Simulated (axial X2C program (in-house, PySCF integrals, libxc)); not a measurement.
**NiNa⁻: from the state search to constants**

What are the state, bond length, wavenumber and bond energy of NiNa⁻, and what does spin–orbit coupling change?

Method: all-electron X2C, Ni dyall-acv3z, Na dyall-av3z; program: an in-house X2C program for linear molecules on PySCF integrals.

All values are calculated.

## 1. Set-up

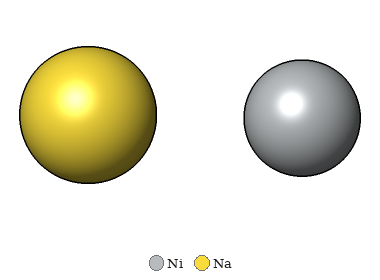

The two atoms at 2.650 Å (nickel light grey, sodium yellow).

File task.json:

```json
{
 "zs": [
  28,
  11
 ],
 "q": -1,
 "bas": [
  "dyall-acv3z",
  "dyall-av3z"
 ],
 "levels": [
  "PBE0",
  "HF",
  "BHandHLYP"
 ],
 "cc": true,
 "r0": 2.65,
 "thr": -1.0,
 "nmax": 90,
 "npts": 10,
 "nst": 2,
 "ntry": 6
}
```

Keys: zs atomic numbers; q charge; bas basis sets; levels methods (HF also brings MP2); cc coupled cluster on or off; r0 starting distance in Å; thr threshold in hartree for freezing inner shells (an s shell follows its p shell); nmax most natural virtual spinors; npts points asked for on the curve; nst determinants followed; ntry starts of the search.

Launch:

```bash
python so2c.py task.json out
```

Spin-free means the one-electron spin-free X2C Hamiltonian; two-component (2c) means X2C with spin–orbit coupling and atomic mean-field two-electron Coulomb and Gaunt terms. Basis: Ni dyall-acv3z contracted to [10s10p7d4f2g], Na dyall-av3z contracted to [10s9p5d2f]; Gaussian nuclei, density fitting. Masses: Ni 57.935 u, Na 22.990 u.

Notation: σ, π±, δ± give the projection m of an orbital's angular momentum (0, ±1, ±2), α and β its spin, Λ and M_S the sums; ω is the projection of a spinor's total angular momentum and Ω the sum. Logs are in hartree.

The results follow Hamiltonian by Hamiltonian and level by level.

## 2. State search with PBE0

PBE0 moves the distance from 2.650 Å to 2.877 Å and compares determinants there.

Spin-free determinants:

| ΔE (eV) | state | open shells |
| --- | --- | --- |
| 0.00 | M_S = 1, Λ = 1 | beyond closed shells: σα, π+α, π+β, π-α |
| 0.02 | M_S = 0, Λ = 1 | beyond closed shells: σβ, π+α, π+β, π-α |
| 0.07 | M_S = 1, Λ = 2 | beyond closed shells: σα, δ+α, δ+β, δ-α |
| 0.09 | M_S = 0, Λ = 2 | beyond closed shells: σα, δ+α, δ+β, δ-β |
| 0.66 | M_S = 0, Λ = 2 | beyond closed shells: π+α, 2 × π+β, π-α |
| 0.66 | M_S = 1, Λ = 2 | beyond closed shells: 2 × π+α, π+β, π-α |
| 0.66 | M_S = 1, Λ = 0 | beyond closed shells: π+α, π+β, 2 × π-α |

Two-component determinants:

| ΔE (eV) | state | open shells |
| --- | --- | --- |
| 0.00 | Ω = 2 | excess of +ω over −ω: ω = 1/2, ω = 3/2 |
| 0.02 | Ω = 1 | excess of +ω over −ω: ω = -1/2, ω = 3/2 |
| 0.04 | Ω = 3 | excess of +ω over −ω: ω = 1/2, ω = 5/2 |
| 0.06 | Ω = 2 | excess of +ω over −ω: ω = -1/2, ω = 5/2 |
| 0.09 | Ω = 1 | excess of +ω over −ω: 2 × ω = 1/2 |
| 0.66 | Ω = 3 | excess of +ω over −ω: 2 × ω = 3/2 |
| 0.73 | Ω = 2 | excess of +ω over −ω: ω = 1/2, ω = 3/2 |

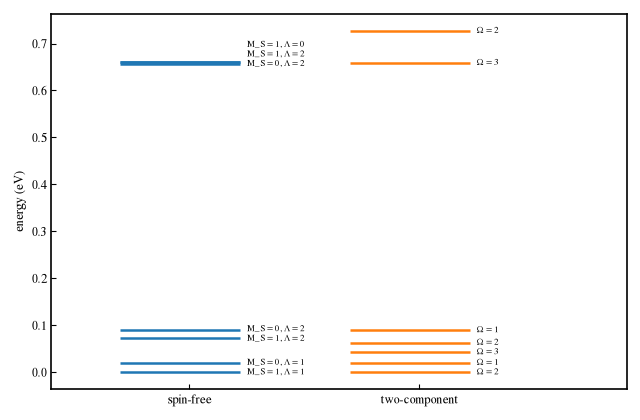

The determinants found, each set from its own lowest.

## 3. PBE0, spin-free

State followed: M_S = 1, Λ = 1 (beyond closed shells: σα, π+α, π+β, π-α). The scan is laid around 2.877 Å, a first estimate of the minimum, and this SCF restarts from the orbitals of the search.

Output at 2.877 Å:

```text
spin-free X2C-1e  PBE0
basis functions 197  fitting functions 1024  grid points 5086
iter        total energy     max residual
   1      -1682.831091956     2.99e-05
   2      -1682.831091976     5.14e-05
   3      -1682.831091991     2.77e-05
   4      -1682.831092012     1.35e-05
   5      -1682.831092017     7.85e-06
converged
one-electron -2461.47052655  Coulomb 800.17433840  exact exchange -19.11942870  xc functional -59.06705006  nuclear repulsion 56.65157489
```

Along the bond, energies from the lowest point:

| R (Å) | E (eV) | μ (D) | HOMO (eV) | LUMO (eV) | iterations |
| --- | --- | --- | --- | --- | --- |
| 2.704 | 0.0201 | -7.90 | 0.44 | 1.28 | 23 |
| 2.791 | 0.0040 | -7.48 | 0.42 | 1.29 | 20 |
| 2.877 | 0.0000 | -7.09 | 0.40 | 1.29 | 5 |
| 2.978 | 0.0067 | -6.67 | 0.37 | 1.29 | 20 |
| 3.078 | 0.0223 | -6.28 | 0.33 | 1.30 | 19 |
| 3.208 | 0.0521 | -5.82 | 0.28 | 1.30 | 21 |

Dipoles are positive if Na is the positive end and refer to the centre of mass.

Outer orbitals at the reference distance:

```tsv
symmetry	occupied	ε (eV)	atomic character
π+α	yes	-27.96	100% Na p
π-α	yes	-27.96	100% Na p
π+β	yes	-27.94	100% Na p
π-β	yes	-27.94	100% Na p
σα	yes	-27.92	100% Na p
σβ	yes	-27.89	100% Na p
π+α	yes	-2.75	100% Ni d
π-α	yes	-2.75	100% Ni d
σα	yes	-2.29	97% Ni d
δ-α	yes	-1.76	100% Ni d
δ+α	yes	-1.76	100% Ni d
σβ	yes	-1.73	96% Ni d
σα	yes	-1.12	57% Ni s, 28% Na s, 8% Na p
δ+β	yes	-1.11	100% Ni d
π+β	yes	-0.95	99% Ni d
δ-β	yes	-0.89	100% Ni d
σβ	yes	-0.86	54% Ni s, 26% Na s, 12% Na p
σα	yes	0.40	40% Na p, 33% Na s, 18% Ni p
σα	no	1.29	71% Na p, 23% Na s, 5% Ni p
π+α	no	1.31	99% Na p
π-α	no	1.31	99% Na p
σα	no	1.42	57% Na s, 24% Na p, 15% Ni p
```

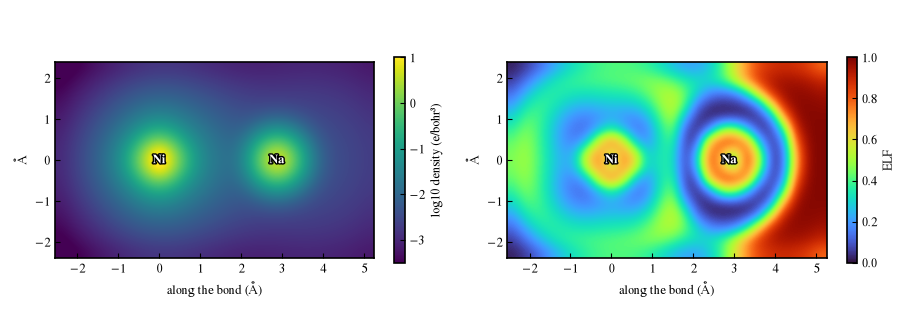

PBE0 fields in a plane through the axis, from a grid of 0.3 Å; Ni lies at z = 0 and Na at z = 2.877 Å; the ELF is damped to zero where the density is low.

Re = 2.868 Å, ωe = 143.3 cm⁻¹, Be = 0.1246 cm⁻¹, De = 0.906 eV, μ = -7.13 D.

## 4. HF, spin-free

Output at 2.877 Å:

```text
spin-free X2C-1e  HF
basis functions 197  fitting functions 1024  grid points 5086
iter        total energy     max residual
   1      -1681.122328052     2.39e-01
   2      -1681.151449239     2.66e-02
   3      -1681.153182252     7.00e-02
   4      -1681.157354226     8.42e-03
   5      -1681.157588955     1.86e-03
   6      -1681.157953075     8.68e-03
   7      -1681.158186144     9.19e-03
   8      -1681.158382182     4.40e-03
   9      -1681.158472903     6.20e-04
  10      -1681.158495783     1.28e-03
  11      -1681.158501566     6.30e-04
  12      -1681.158503583     8.75e-05
  13      -1681.158504006     1.40e-04
  14      -1681.158504291     1.04e-04
  15      -1681.158504401     2.68e-05
  16      -1681.158504440     2.14e-05
  17      -1681.158504449     1.76e-05
  18      -1681.158504451     4.36e-06
  19      -1681.158504452     1.40e-06
converged
one-electron -2462.25837601  Coulomb 801.13294034  exact exchange -76.68464367  xc functional 0.00000000  nuclear repulsion 56.65157489
```

No constants are quoted: the lowest point is the long end of the scan.

## 5. BHandHLYP, spin-free

Output at 2.877 Å:

```text
spin-free X2C-1e  BHandHLYP
basis functions 197  fitting functions 1024  grid points 5086
iter        total energy     max residual
   1      -1683.086629850     8.08e-02
   2      -1683.087946816     1.89e-02
   3      -1683.089299301     3.62e-02
   4      -1683.089954548     2.72e-03
   5      -1683.089979126     7.94e-04
   6      -1683.089981885     3.47e-04
   7      -1683.089982566     1.77e-04
   8      -1683.089982922     6.51e-05
   9      -1683.089983011     3.96e-05
  10      -1683.089983077     1.68e-05
  11      -1683.089983100     1.14e-05
  12      -1683.089983106     8.31e-06
converged
one-electron -2462.20285851  Coulomb 800.96972992  exact exchange -38.27845107  xc functional -40.22997834  nuclear repulsion 56.65157489
```

Re = 2.891 Å, ωe = 135.3 cm⁻¹, Be = 0.1225 cm⁻¹, De = 0.779 eV, μ = -7.05 D.

## 6. MP2, spin-free

Correlated methods: 12 electrons correlated (frozen shells, counted by type: Ni 3 s, 2 p; Na 2 s, 1 p), 320 virtual spinors in MP2.

Output of the correlated part at 2.877 Å:

```text
correlated 12  virtual 320  natural virtual 90  E(MP2) -0.467968154  MP2 remainder -0.035417904
iter   CCSD correlation   residual
   1     -0.364452424   2.58e-01
   2     -0.389895569   1.67e-01
   3     -0.397626658   6.65e-02
   4     -0.398165446   3.76e-02
   5     -0.398775957   1.95e-02
   6     -0.399660728   1.14e-02
   7     -0.399769880   4.99e-03
   8     -0.399655815   2.82e-03
   9     -0.399775952   1.72e-03
  10     -0.399731649   9.83e-04
  11     -0.399744427   5.80e-04
  12     -0.399756210   2.93e-04
  13     -0.399755890   1.72e-04
  14     -0.399755761   9.76e-05
  15     -0.399756360   6.37e-05
  16     -0.399755774   3.88e-05
  17     -0.399755686   2.67e-05
  18     -0.399755962   1.71e-05
  19     -0.399755711   1.02e-05
  20     -0.399755834   5.47e-06
  21     -0.399755852   3.39e-06
(T) -0.024286860  T1 0.0811  D1 0.1795  max T2 0.072
```

T1 in the output is the amplitude norm over the root of the electron number; divide by √2 for the Lee–Taylor value.

Coupled cluster ran at too few distances for a curve.

MP2: No constants are quoted: the reference is strongly spin-contaminated.

## 7. A higher determinant, spin-free

State: M_S = 0, Λ = 1 (beyond closed shells: σβ, π+α, π+β, π-α).

Output at the reference distance:

```text
spin-free X2C-1e  PBE0
basis functions 197  fitting functions 1024  grid points 5086
iter        total energy     max residual
   1      -1682.830376736     2.51e-05
   2      -1682.830376750     5.26e-05
   3      -1682.830376774     2.54e-05
   4      -1682.830376784     1.22e-05
   5      -1682.830376788     7.01e-06
converged
one-electron -2461.45301690  Coulomb 800.15667700  exact exchange -19.11926155  xc functional -59.06635023  nuclear repulsion 56.65157489
```

| R (Å) | E above the lowest PBE0 point (eV) |
| --- | --- |
| 2.704 | 0.038 |
| 2.791 | 0.023 |
| 2.877 | 0.019 |
| 2.978 | 0.027 |
| 3.078 | 0.044 |
| 3.208 | 0.074 |

Re = 2.860 Å, ωe = 144.8 cm⁻¹, Be = 0.1252 cm⁻¹, μ = -7.16 D. ⟨S²⟩ = 1.01 against 0.00 for a pure state, so this determinant mixes spins. Te = 0.02 eV.

## 8. The spin-free curves together

Energy (eV) of the followed determinant, spin-free, from each level's lowest point:

| R (Å) | PBE0 | HF | MP2 (spin-contaminated) | BHandHLYP |
| --- | --- | --- | --- | --- |
| 2.704 | 0.020 | 0.130 | 0.005 | 0.024 |
| 2.791 | 0.004 | 0.084 | 0.000 | 0.006 |
| 2.877 | 0.000 | 0.050 | 0.007 | 0.000 |
| 2.978 | 0.007 | 0.023 | 0.026 | 0.004 |
| 3.078 | 0.022 | 0.008 | 0.054 | 0.016 |
| 3.208 | 0.052 | 0.000 | 0.097 | 0.041 |

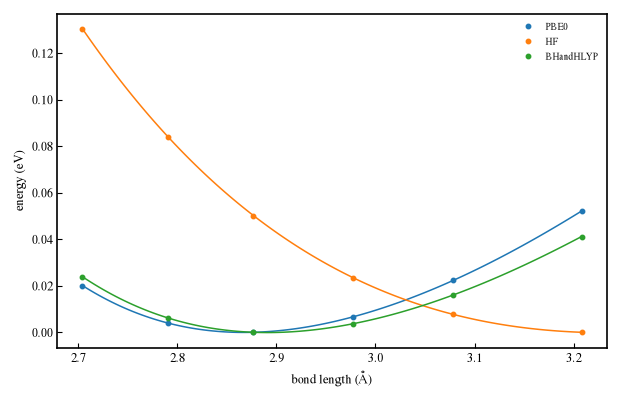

Curves of the followed state, spin-free, each from its own lowest point. Left out: MP2.

## 9. PBE0, 2c

State followed: Ω = 2 (excess of +ω over −ω: ω = 1/2, ω = 3/2). The scan is laid around 2.877 Å, a first estimate of the minimum, and this SCF restarts from the orbitals of the search.

Output at 2.877 Å:

```text
two-component X2C + atomic mean field  PBE0
basis functions 197  fitting functions 1024  grid points 5086
iter        total energy     max residual
   1      -1682.389142584     4.14e-05
   2      -1682.389142591     3.30e-05
   3      -1682.389142596     6.48e-06
converged
one-electron -2460.37132466  Coulomb 799.96075674  exact exchange -19.11434922  xc functional -59.05108032  nuclear repulsion 56.65157489  atomic mean-field constant -0.46472003
```

Along the bond, energies from the lowest point:

| R (Å) | E (eV) | μ (D) | HOMO (eV) | LUMO (eV) | iterations |
| --- | --- | --- | --- | --- | --- |
| 2.704 | 0.0199 | -7.90 | 0.45 | 1.28 | 21 |
| 2.791 | 0.0039 | -7.49 | 0.42 | 1.29 | 20 |
| 2.877 | 0.0000 | -7.10 | 0.40 | 1.29 | 3 |
| 2.978 | 0.0068 | -6.68 | 0.37 | 1.29 | 24 |
| 3.078 | 0.0224 | -6.29 | 0.33 | 1.30 | 20 |
| 3.208 | 0.0523 | -5.82 | 0.28 | 1.30 | 22 |

Dipoles are positive if Na is the positive end and refer to the centre of mass.

Outer spinors at the reference distance:

```json
{"ω": "-1/2", "occupied": "yes", "ε (eV)": "-28.04", "atomic character": "100% Na p", "λ mixture": "81% π, 19% σ"}
{"ω": "1/2", "occupied": "yes", "ε (eV)": "-28.03", "atomic character": "100% Na p", "λ mixture": "71% π, 29% σ"}
{"ω": "3/2", "occupied": "yes", "ε (eV)": "-27.90", "atomic character": "100% Na p", "λ mixture": "100% π"}
{"ω": "-3/2", "occupied": "yes", "ε (eV)": "-27.87", "atomic character": "100% Na p", "λ mixture": "100% π"}
{"ω": "1/2", "occupied": "yes", "ε (eV)": "-27.86", "atomic character": "100% Na p", "λ mixture": "71% σ, 29% π"}
{"ω": "-1/2", "occupied": "yes", "ε (eV)": "-27.85", "atomic character": "100% Na p", "λ mixture": "81% σ, 19% π"}
{"ω": "-1/2", "occupied": "yes", "ε (eV)": "-2.78", "atomic character": "100% Ni d", "λ mixture": "99% π, 1% σ"}
{"ω": "3/2", "occupied": "yes", "ε (eV)": "-2.69", "atomic character": "100% Ni d", "λ mixture": "100% π"}
{"ω": "1/2", "occupied": "yes", "ε (eV)": "-2.27", "atomic character": "97% Ni d", "λ mixture": "99% σ, 1% π"}
{"ω": "-3/2", "occupied": "yes", "ε (eV)": "-1.86", "atomic character": "100% Ni d", "λ mixture": "98% δ, 2% π"}
{"ω": "-1/2", "occupied": "yes", "ε (eV)": "-1.71", "atomic character": "96% Ni d", "λ mixture": "99% σ, 1% π"}
{"ω": "5/2", "occupied": "yes", "ε (eV)": "-1.68", "atomic character": "100% Ni d", "λ mixture": "100% δ"}
{"ω": "3/2", "occupied": "yes", "ε (eV)": "-1.22", "atomic character": "100% Ni d", "λ mixture": "100% δ"}
{"ω": "1/2", "occupied": "yes", "ε (eV)": "-1.12", "atomic character": "56% Ni s, 27% Na s, 7% Na p", "λ mixture": "97% σ, 3% π"}
{"ω": "1/2", "occupied": "yes", "ε (eV)": "-0.99", "atomic character": "96% Ni d", "λ mixture": "96% π, 4% σ"}
{"ω": "-1/2", "occupied": "yes", "ε (eV)": "-0.86", "atomic character": "54% Ni s, 26% Na s, 12% Na p", "λ mixture": "100% σ"}
{"ω": "-5/2", "occupied": "yes", "ε (eV)": "-0.83", "atomic character": "100% Ni d", "λ mixture": "100% δ"}
{"ω": "1/2", "occupied": "yes", "ε (eV)": "0.40", "atomic character": "40% Na p, 33% Na s, 18% Ni p", "λ mixture": "100% σ"}
{"ω": "1/2", "occupied": "no", "ε (eV)": "1.29", "atomic character": "71% Na p, 23% Na s, 5% Ni p", "λ mixture": "100% σ"}
{"ω": "3/2", "occupied": "no", "ε (eV)": "1.31", "atomic character": "99% Na p", "λ mixture": "100% π"}
{"ω": "-1/2", "occupied": "no", "ε (eV)": "1.31", "atomic character": "99% Na p", "λ mixture": "100% π"}
{"ω": "1/2", "occupied": "no", "ε (eV)": "1.43", "atomic character": "57% Na s, 24% Na p, 16% Ni p", "λ mixture": "100% σ"}
```

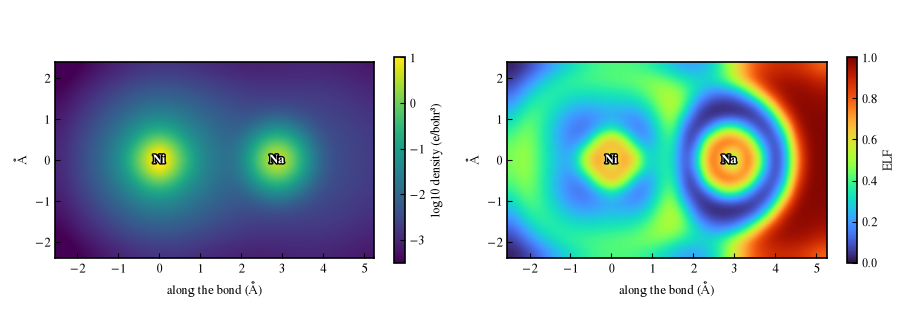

PBE0 fields in a plane through the axis, from a grid of 0.3 Å; Ni lies at z = 0 and Na at z = 2.877 Å; the ELF is damped to zero where the density is low.

Re = 2.867 Å, ωe = 143.3 cm⁻¹, Be = 0.1246 cm⁻¹, De = 0.906 eV, μ = -7.14 D.

## 10. HF, 2c

Output at 2.877 Å:

```text
two-component X2C + atomic mean field  HF
basis functions 197  fitting functions 1024  grid points 5086
iter        total energy     max residual
   1      -1680.681109949     2.39e-01
   2      -1680.710246563     2.66e-02
   3      -1680.711981844     6.99e-02
   4      -1680.716150809     8.42e-03
   5      -1680.716389836     1.63e-03
   6      -1680.716770626     8.96e-03
   7      -1680.717017116     9.55e-03
   8      -1680.717228392     4.65e-03
   9      -1680.717331034     9.09e-04
  10      -1680.717361478     1.55e-03
  11      -1680.717373267     9.18e-04
  12      -1680.717383507     8.43e-04
  13      -1680.717392493     8.53e-04
  14      -1680.717409297     1.49e-03
  15      -1680.717432418     1.56e-03
  16      -1680.717460418     8.98e-04
  17      -1680.717484488     4.96e-04
  18      -1680.717501390     7.29e-04
  19      -1680.717512349     7.41e-04
  20      -1680.717518969     3.35e-04
  21      -1680.717521736     1.16e-04
  22      -1680.717522537     1.32e-04
  23      -1680.717522773     7.76e-05
  24      -1680.717522882     2.50e-05
  25      -1680.717522958     4.53e-05
  26      -1680.717523020     5.68e-05
  27      -1680.717523067     3.32e-05
  28      -1680.717523096     1.06e-05
  29      -1680.717523109     1.55e-05
  30      -1680.717523114     1.19e-05
  31      -1680.717523115     3.33e-06
  32      -1680.717523115     6.89e-07
converged
one-electron -2461.16272231  Coulomb 800.92016277  exact exchange -76.66181844  xc functional 0.00000000  nuclear repulsion 56.65157489  atomic mean-field constant -0.46472003
```

No constants are quoted: the lowest point is the long end of the scan.

## 11. BHandHLYP, 2c

Output at 2.877 Å:

```text
two-component X2C + atomic mean field  BHandHLYP
basis functions 197  fitting functions 1024  grid points 5086
iter        total energy     max residual
   1      -1682.644799029     8.07e-02
   2      -1682.646121815     1.88e-02
   3      -1682.647468915     3.62e-02
   4      -1682.648124999     2.69e-03
   5      -1682.648150858     8.16e-04
   6      -1682.648155066     4.01e-04
   7      -1682.648158400     5.59e-04
   8      -1682.648163393     2.99e-04
   9      -1682.648167297     1.64e-04
  10      -1682.648171511     2.39e-04
  11      -1682.648173960     2.07e-04
  12      -1682.648175006     1.13e-04
  13      -1682.648175445     7.47e-05
  14      -1682.648175712     6.89e-05
  15      -1682.648175854     3.58e-05
  16      -1682.648175893     1.43e-05
  17      -1682.648175904     7.81e-06
  18      -1682.648175908     5.99e-06
converged
one-electron -2461.10337219  Coulomb 800.75526878  exact exchange -38.26804170  xc functional -40.21888567  nuclear repulsion 56.65157489  atomic mean-field constant -0.46472003
```

Re = 2.889 Å, ωe = 135.4 cm⁻¹, Be = 0.1227 cm⁻¹, De = 0.779 eV, μ = -7.07 D.

## 12. MP2, 2c

Correlated methods: 12 electrons correlated (frozen shells, counted by type: Ni 3 s, 2 p; Na 2 s, 1 p), 320 virtual spinors in MP2.

MP2: No constants are quoted: the reference is strongly spin-contaminated.

## 13. A higher determinant, 2c

State: Ω = 1 (excess of +ω over −ω: ω = -1/2, ω = 3/2).

Output at the reference distance:

```text
two-component X2C + atomic mean field  PBE0
basis functions 197  fitting functions 1024  grid points 5086
iter        total energy     max residual
   1      -1682.388446614     4.69e-05
   2      -1682.388446622     3.75e-05
   3      -1682.388446629     5.09e-06
converged
one-electron -2460.35470581  Coulomb 799.94390759  exact exchange -19.11417307  xc functional -59.05033020  nuclear repulsion 56.65157489  atomic mean-field constant -0.46472003
```

| R (Å) | E above the lowest PBE0 point (eV) |
| --- | --- |
| 2.704 | 0.037 |
| 2.791 | 0.022 |
| 2.877 | 0.019 |
| 2.978 | 0.027 |
| 3.078 | 0.043 |
| 3.208 | 0.074 |

Re = 2.859 Å, ωe = 144.8 cm⁻¹, Be = 0.1253 cm⁻¹, μ = -7.18 D. Te = 0.02 eV.

## 14. The 2c curves together

Energy (eV) of the followed determinant, 2c, from each level's lowest point:

| R (Å) | PBE0 | HF | MP2 (spin-contaminated) | BHandHLYP |
| --- | --- | --- | --- | --- |
| 2.704 | 0.020 | 0.126 | 0.003 | 0.023 |
| 2.791 | 0.004 | 0.081 | 0.000 | 0.006 |
| 2.877 | 0.000 | 0.048 | 0.009 | 0.000 |
| 2.978 | 0.007 | 0.022 | 0.029 | 0.004 |
| 3.078 | 0.022 | 0.007 | 0.058 | 0.016 |
| 3.208 | 0.052 | 0.000 | 0.102 | 0.042 |

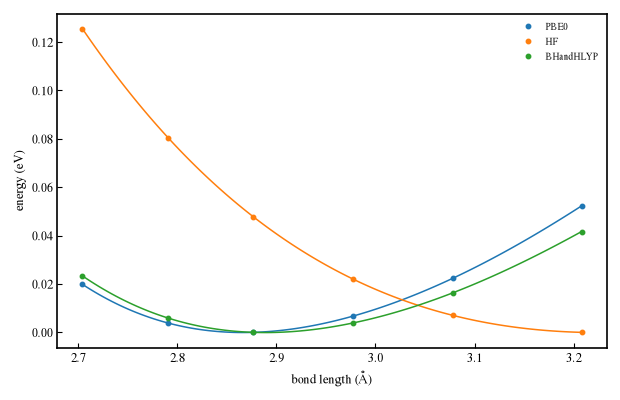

Curves of the followed state, 2c, each from its own lowest point. Left out: MP2.

The whole job took 3.6 min on 1 thread of INTEL XEON PLATINUM 8581C at 2.30GHz (Emerald Rapids), shared host; peak memory 0.74 GiB.

## 15. Results

Lowest determinant that the search found at its distance, spin-free: M_S = 1, Λ = 1 (beyond closed shells: σα, π+α, π+β, π-α).

Lowest determinant that the search found at its distance, 2c: Ω = 2 (excess of +ω over −ω: ω = 1/2, ω = 3/2).

| Hamiltonian | level | Re (Å) | ωe (cm⁻¹) | De (eV) |
| --- | --- | --- | --- | --- |
| spin-free | PBE0 | 2.868 | 143.3 | 0.906 |
| spin-free | BHandHLYP | 2.891 | 135.3 | 0.779 |
| 2c | PBE0 | 2.867 | 143.3 | 0.906 |
| 2c | BHandHLYP | 2.889 | 135.4 | 0.779 |

No constants: spin-free HF (the lowest point is the long end of the scan); spin-free MP2 (the reference is strongly spin-contaminated); 2c HF (the lowest point is the long end of the scan); 2c MP2 (the reference is strongly spin-contaminated).

Time per point (s) on 1 thread of INTEL XEON PLATINUM 8581C at 2.30GHz (Emerald Rapids), shared host (2c runs); the times are rough: PBE0 1.1, BHandHLYP 1.4.

What this shows: At PBE0, going from spin-free to two-component changes Re by -1 mÅ, ωe by 0.0 %; the spin-free picture holds up (part of it comes from the scalar share of the two-electron terms). De moves by 0.00 eV; both De rest on single-determinant atoms, which can miss part of an open shell's spin–orbit lowering. The highest occupied level is positive at the mean-field levels quoted, but negative in the Hartree–Fock runs, so self-interaction plays a part.

De refers to Ni- + Na, each in the lowest determinant found, which need not be this curve's own limit. Each curve is one determinant whose occupation by symmetry is held fixed; it was picked as the lowest of a PBE0 search that is not exhaustive. Dissociation energies refer to the lowest single-determinant-based atoms at the same level and basis. Density functionals use the spin component along the axis (collinear). With several unpaired electrons one determinant need not be a pure state.
